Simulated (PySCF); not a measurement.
# CH2GdO (Gd(H2CO)3+): the cost of one run

The runs use PySCF 2.14.0; PBE0, Gd lcecp-1-SVP with ECP53, O def2-SVP, C def2-SVP, H def2-SVP; scalar-relativistic core potentials, no spin–orbit coupling.

1 further run of the same task is left out (for a known fault of the program).

## (1) The system as given

5 atoms, charge 3, spin multiplicity 1.

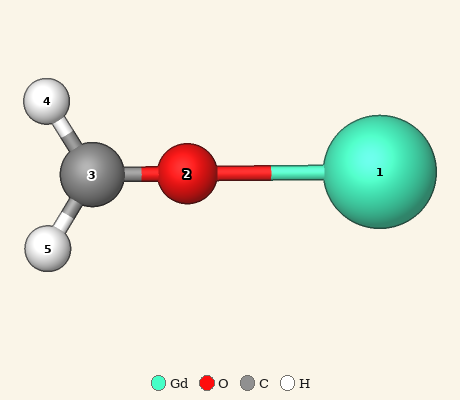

Start geometry, drawn with gadolinium teal, oxygen red, carbon grey, hydrogen white; atoms are numbered from 1 in the order of the file.

Coordinates:

```xyz
5
CH2GdO
Gd    0.00000    0.00000    0.00000
O     0.00000    0.00000    2.47250
C     0.00000    0.00000    3.69250
H     0.94000    0.00000    4.27250
H    -0.94000    0.00000    4.27250
```

Formal oxidation states: Gd +3. Each metal's 7 4f electrons lie in its core potential, so multiplicities, spins and levels count the valence alone.

## (2) SCF at the start, singlet

Input file run.py (the lines that set the calculation):

```python
mol = gto.M(atom='''
Gd     0.00000     0.00000     0.00000
O      0.00000     0.00000     2.47250
C      0.00000     0.00000     3.69250
H      0.94000     0.00000     4.27250
H     -0.94000     0.00000     4.27250''',
    basis={'Gd': 'lcecp-1-SVP', 'O': 'def2-SVP', 'C': 'def2-SVP', 'H': 'def2-SVP'},
    ecp={'Gd': 'lcecp-1-SVP'},
    charge=3, spin=0)
mf = dft.RKS(mol, xc='PBE0')
mf.grids.atom_grid = (50, 194)  # f atoms: unpruned, at least (60, 302)
mf = mf.density_fit()  # fitting sets: Gd AutoAux, O def2-universal-JKFIT, C def2-universal-JKFIT, H def2-universal-JKFIT
mf.conv_tol = 1e-08; mf.max_cycle = 55
mf.kernel(dm0)  # dm0: free metal ions and neutral atoms
```

The run is started by

```
$ OMP_NUM_THREADS=2 python run.py
```

Q: Estimate wall time and peak memory on 2 threads of Intel Xeon at 2.50GHz (Skylake/Cascade Lake), shared host.

About 28 s, with a peak of 0.38 GiB.
